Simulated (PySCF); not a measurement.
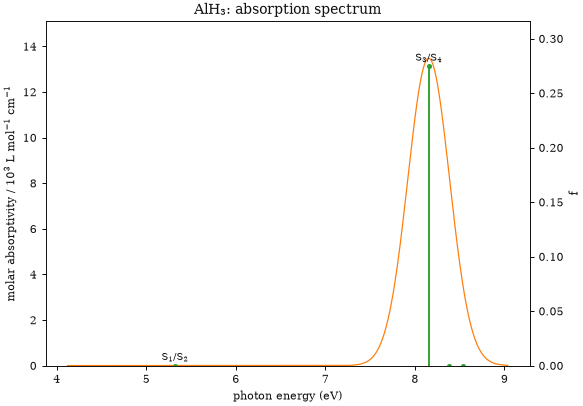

Computed absorption of AlH₃, SMILES [AlH3], singlet. Vertical TDDFT excitations, PBE0/def2-SVPD with PySCF 2.14.0, at a GFN2-xTB geometry (no frequency check), gas phase. Only the first 6 singlet excitations are included; each is broadened by a Gaussian of 1/e half-width 0.33 eV. Sticks give oscillator strengths (right axis). States within 0.01 eV of each other are merged, with their strengths summed. The highest state may be half of a pair whose partner wasn't computed.

> Where is the lowest singlet, and is it bright?

S1/S2 lies at 5.32 eV (233 nm) with f = 0.000, mainly HOMO/HOMO−1 → LUMO; it is dark or nearly so.

> Does any vertical transition fall in the visible?

No singlet lies below 3.1 eV (beyond 400 nm), so at this level no vertical transition falls in the visible.

> List the transitions behind the spectrum.

| state | E (eV) | λ (nm) | f | main character |
| --- | --- | --- | --- | --- |
| S1/S2 | 5.32 | 233 | 0.000 | HOMO/HOMO−1 → LUMO |
| S3/S4 | 8.15 | 152 | 0.275 | HOMO/HOMO−1 → LUMO+1 |
| S5 | 8.38 | 148 | 0.000 | HOMO → LUMO+4 (50 %) |
| S6 | 8.54 | 145 | 0.000 | HOMO → LUMO+2 (72 %) |

Known limits of this run: the tight-binding geometry is rougher than a DFT one and adds to the error; core orbitals are frozen in the response.
